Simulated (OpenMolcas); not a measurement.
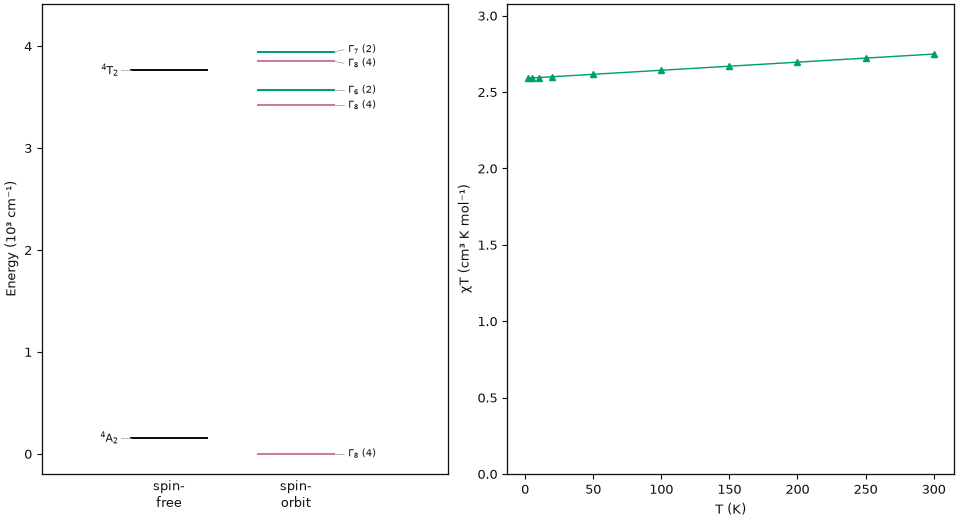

Levels of a 3d ion of charge +2 as a dopant in CaF₂, a cluster with its 8 nearest F⁻ at 2.210 Å (cube) embedded in model potentials and point charges; the geometry was set, not optimised. Labels give the representation in O, Td, D4 or D3 as the site allows (double group for half-integer spin) where it could be assigned and, in brackets, the degeneracy; spin-free states, where drawn, share the zero of the spin-orbit levels. The calculation used state-averaged CASSCF, the open shell active, basis ANO-RCC-VTZP on the metal and ANO-RCC-VDZP on the ligands, DKH2 scalar Hamiltonian, spin-orbit coupling by RASSI with atomic mean-field integrals (OpenMolcas). Powder susceptibility by Van Vleck's formula.

### Which ion is the dopant?

Co²⁺ (3d⁷). The ground level is Γ₈, 4-fold degenerate, 100 % from states of spin multiplicity 4. The next level lies at 3,420 cm⁻¹ (Γ₈). The lowest spin-free state is ⁴A₂, from the free-ion F term; of the same spin there follows at 3,610 cm⁻¹ (⁴T₂) above it. A ligand-field fit to the spin-free states gives |10Dq| = 3,430 cm⁻¹, B = 1,230 and C = 4,500 cm⁻¹ (rms misfit 70 cm⁻¹). χT is 2.59 cm³ K mol⁻¹ at 2 K and 2.75 at 300 K, an effective moment of 4.69 μB. The active orbitals hold 97 to 99 % metal character (Löwdin), and the Mulliken charge of the metal is +2.26.

Caveat: small active space favours high spin, ground spin may be wrong; the geometry is set by hand, with no relaxation and no charge compensation.
